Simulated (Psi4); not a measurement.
# S2F2 (SMILES FSSF) at SCAN/6-311+G(d,p) (density fitting with def2-universal-jkfit, sweep point 3)

Aim: the vertical singlet–triplet gap of S2F2 at SCAN/6-311+G** (density fitting with def2-universal-jkfit, sweep point 3), from 2 runs. 

The results are computed with Psi4 1.11.

4 further runs of the same task are left out: 4 that didn't finish.

## Step 1: Starting point

S2F2: 4 atoms, total charge 0, spin state singlet. As SMILES, `FSSF`. The shape is that of a PBE0-D4/def2-TZVP optimisation.

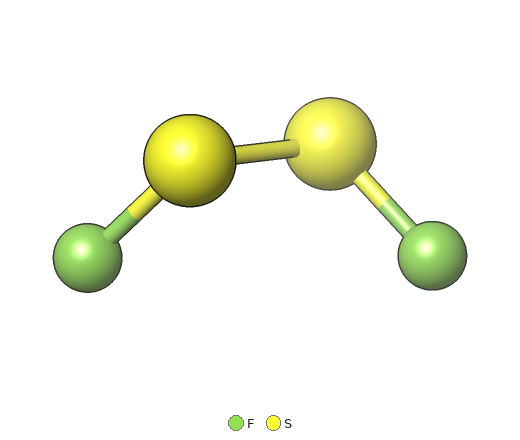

The structure, seen from a chosen angle (fluorine green, sulfur yellow).

## Step 2: The energy at SCAN/6-311+G(d,p) (density fitting with def2-universal-jkfit, sweep point 3)

The input, f2s2.in:

```
memory 1.6 GB

molecule m {
  0 1
  F     -1.783750    -0.199930    -0.621590
  S     -0.467670     0.764150    -0.632370
  S      1.044990    -0.276390    -0.184720
  F      1.206410    -0.287820     1.438680
  symmetry c1
}

set {
  puream               true
  scf_type             df
  dft_radial_points    99
  dft_spherical_points 590
  df_basis_scf         def2-universal-jkfit
}

energy('scan/6-311+G**')
print_variables()
```

On the command line:

```bash
psi4 -n 1 f2s2.in f2s2.out
```

f2s2.out, shortened:

```text
[...]
  Running in c1 symmetry.
[...]
  Nuclear repulsion =  230.128319113788450
[...]
  Multiplicity = 1
[...]
  Nalpha       = 25
  Nbeta        = 25
[...]
    Number of basis functions: 104
[...]
   @DF-RKS iter   1:  -996.02639358153203    4.37559e-02   6.14638e-03 DIIS/ADIIS
[...]
   @DF-RKS iter   8:  -996.11252125028034   -4.61771e-08   7.15153e-07 DIIS
[...]
    Orbital Energies [Eh]
    ---------------------
    Doubly Occupied:
       1A    -88.639015     2A    -88.639000     3A    -24.514728
       4A    -24.514703     5A     -7.973112     6A     -7.972959
       7A     -5.922343     8A     -5.922103     9A     -5.915323
      10A     -5.914675    11A     -5.907838    12A     -5.907825
      13A     -1.198774    14A     -1.194473    15A     -0.840203
      16A     -0.647715    17A     -0.529902    18A     -0.473022
      19A     -0.463702    20A     -0.431737    21A     -0.430472
      22A     -0.409295    23A     -0.341867    24A     -0.289857
      25A     -0.282705
[...]
  @DF-RKS Final Energy:  -996.11252125028034
   => Energetics <=
    Nuclear Repulsion Energy =            230.1283191137884501
    One-Electron Energy =               -1835.8512536635673769
    Two-Electron Energy =                 682.0044627050081090
    DFT Exchange-Correlation Energy =     -72.3940494055094348
    Empirical Dispersion Energy =           0.0000000000000000
    VV10 Nonlocal Energy =                  0.0000000000000000
    Total Energy =                       -996.1125212502803379
[...]
 Multipole Moments:
 ------------------------------------------------------------------------------------
     Multipole            Electronic (a.u.)      Nuclear  (a.u.)        Total (a.u.)
 ------------------------------------------------------------------------------------
 L = 1.  Multiply by 2.5417464519 to convert [e a0] to [Debye]
 Dipole X            :         -0.3464163            0.6946095            0.3481932
 Dipole Y            :         -0.2929286            0.5868381            0.2939095
 Dipole Z            :          0.4906880           -0.9830746           -0.4923866
 Magnitude           :                                                    0.6708695
[...]
```

It took 23 s on 1 thread of Intel Xeon at 2.70GHz, shared host; peak memory 0.84 GiB.

## Step 3: The triplet

The input, f2s2.in:

```
memory 1.6 GB

molecule {
  0 3
  F     -1.783750    -0.199930    -0.621590
  S     -0.467670     0.764150    -0.632370
  S      1.044990    -0.276390    -0.184720
  F      1.206410    -0.287820     1.438680
  symmetry c1
}

set reference uks
set puream true
set scf_type df
set dft_radial_points 99
set dft_spherical_points 590
set df_basis_scf def2-universal-jkfit
set maxiter 100

energy_value = energy("scan/6-311+G**")
```

On the command line:

```bash
psi4 f2s2.in f2s2.out -n 1
```

f2s2.out, shortened:

```text
[...]
  Running in c1 symmetry.
[...]
  Nuclear repulsion =  230.128319113788450
[...]
  Multiplicity = 3
[...]
  Nalpha       = 26
  Nbeta        = 24
[...]
    Number of basis functions: 104
[...]
   @DF-UKS iter   1:  -995.86959266395434    2.00557e-01   6.25645e-03 DIIS/ADIIS
[...]
   @DF-UKS iter  11:  -995.96291952152092   -2.35166e-07   9.66407e-07 DIIS
[...]
   @S^2 Observed:                2.010350560E+00
[...]
    Orbital Energies [Eh]
    ---------------------
    Alpha Occupied:
       1A    -88.642723     2A    -88.642717     3A    -24.515023
       4A    -24.515010     5A     -7.975936     6A     -7.975787
       7A     -5.924235     8A     -5.923829     9A     -5.917919
      10A     -5.917727    11A     -5.916147    12A     -5.915855
      13A     -1.206938    14A     -1.202397    15A     -0.859670
      16A     -0.666985    17A     -0.542370    18A     -0.487191
      19A     -0.475384    20A     -0.447798    21A     -0.442189
      22A     -0.417451    23A     -0.352410    24A     -0.317091
      25A     -0.307198    26A     -0.135681
    Alpha Virtual:
[...]
  @DF-UKS Final Energy:  -995.96291952152092
   => Energetics <=
    Nuclear Repulsion Energy =            230.1283191137884501
    One-Electron Energy =               -1835.6238440395582074
    Two-Electron Energy =                 681.9378493529743537
    DFT Exchange-Correlation Energy =     -72.4052439487254702
    Empirical Dispersion Energy =           0.0000000000000000
    VV10 Nonlocal Energy =                  0.0000000000000000
    Total Energy =                       -995.9629195215209165
[...]
 Multipole Moments:
 ------------------------------------------------------------------------------------
     Multipole            Electronic (a.u.)      Nuclear  (a.u.)        Total (a.u.)
 ------------------------------------------------------------------------------------
 L = 1.  Multiply by 2.5417464519 to convert [e a0] to [Debye]
 Dipole X            :         -0.4190292            0.6946095            0.2755802
 Dipole Y            :         -0.3540028            0.5868381            0.2328353
 Dipole Z            :          0.5930668           -0.9830746           -0.3900078
 Magnitude           :                                                    0.5312841
[...]
```

It took 41 s on 1 thread of Intel Xeon at 2.70GHz, shared host; peak memory 0.84 GiB.

## Step 4: Outcome

At SCAN/6-311+G** (density fitting with def2-universal-jkfit, sweep point 3):

```
                                        quantity          value
                           singlet: total energy  -996.11252 Eh
                          singlet: dipole moment         1.71 D
                            singlet: HOMO energy       -7.69 eV
                            singlet: LUMO energy       -2.72 eV
                          singlet: HOMO–LUMO gap        4.97 eV
                           triplet: total energy  -995.96292 Eh
                          triplet: dipole moment         1.35 D
     triplet: HOMO energy (highest over α and β)       -3.69 eV
                                   triplet: ⟨S²⟩          2.010
vertical energy of the triplet above the singlet       4.071 eV
```

At this shape the triplet lies 4.07 eV (94 kcal/mol) above the singlet.
